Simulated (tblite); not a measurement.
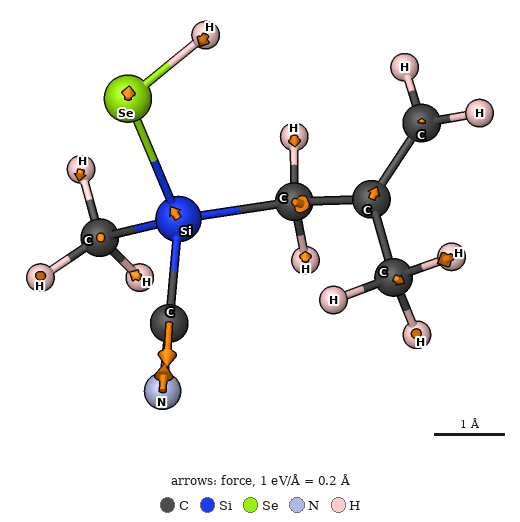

Starting geometry of C₆H₁₁NSeSi with the computed forces as orange arrows. The picture is a ball-and-stick view, seen at a tilt.

All numbers below come from tblite, GFN2-xTB geometry optimisation, gas phase. 

What follows when this structure is relaxed?

Answer. It isn't relaxed: the largest force vector, on a C atom, is 3.93 eV/Å. The final displacements have little in common with the starting forces (cosine between the two patterns 0.14). The atom that moves furthest after the best rigid fit is an H atom (1.00 Å). By element the largest moves are H 1.00 Å, C 0.44 Å, Se 0.40 Å, N 0.12 Å, Si 0.12 Å. Among the contacts that change: C–Si 1.838 → 1.924 Å, H–Se 1.523 → 1.443 Å, C–Si 1.816 → 1.879 Å, C–H 1.137 → 1.086 Å. Among the angles between lasting bonds that change: Si–Se–H 112.9° → 92.6°, C–Si–C 105.8° → 113.1°, C–C–C 123.1° → 115.8°. Groups turn about C–C by about 25°, C–Si by about 20°, C–Si by about 20°. The energy falls by 68.1 kJ/mol in 130 geometry steps. Cost: 2.3 s on 1 thread of Arm Neoverse N1 (shared host).
